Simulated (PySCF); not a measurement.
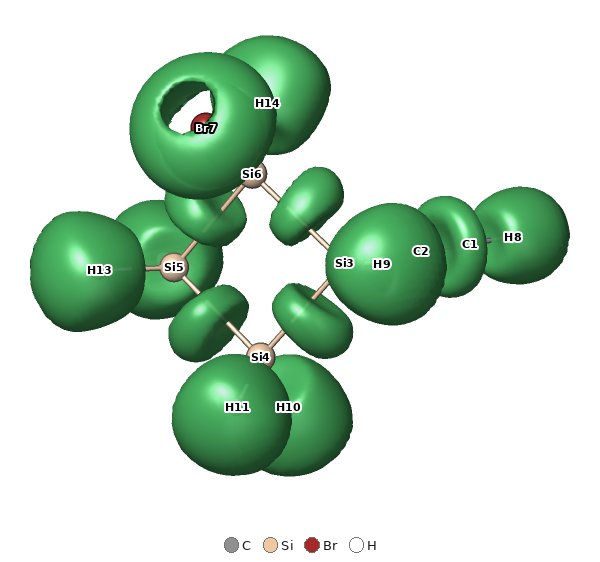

Figure. C$_{2}$H$_{7}$BrSi$_{4}$. Isosurface of the electron localisation function at 0.8 (green), seen at a tilt. Only the valence region is drawn (cores and ρ < 0.01 e/Å³ removed).

Geometry: GFN2-xTB.

Level of theory: CAM-B3LYP/def2-SVPD, SCF density, gas phase (PySCF).

The calculation's input:

```
{"job": {"kind": "uv", "xc": "CAM-B3LYP", "basis": "def2-SVPD", "nstates": 8, "ntriplets": 3}, "charge": 0, "multiplicity": 1}
C      3.354882    -0.734137     0.323082
C      2.338811    -0.103859     0.457053
Si     0.744197     0.810645     0.655743
Si    -1.010786    -0.571948     1.453624
Si    -1.953181    -0.675186    -0.708137
Si    -0.331231     0.872874    -1.466338
Br    -1.277714     2.931500    -1.768563
H      4.250629    -1.274621     0.207106
H      1.132271     2.058302     1.330591
H     -0.586051    -1.850291     2.035566
H     -1.852486     0.037554     2.490565
H     -1.816117    -1.969231    -1.388954
H     -3.360058    -0.308211    -0.892504
H      0.366157     0.776135    -2.750999
```

Launched as:

```sh
OMP_NUM_THREADS=1 python probes_run.py task.json out
```

**What do the ELF domains correspond to?**

The surface consists of one region between bonded Br–Si atoms (shared pairs), one region between bonded C–C atoms (shared pairs), one region between bonded C–Si atoms (shared pairs), four regions between bonded Si–Si atoms (shared pairs), seven regions around hydrogen nuclei and one ring or bowl of non-bonding electrons around Br. Along the contacts the grid gives the following. C–C (1.20 Å): the ELF peaks at about 0.85 between the atoms: a short, multiple covalent bond. C–Si (1.85 Å): the ELF peaks at about 0.95 between the atoms (a shared electron pair).
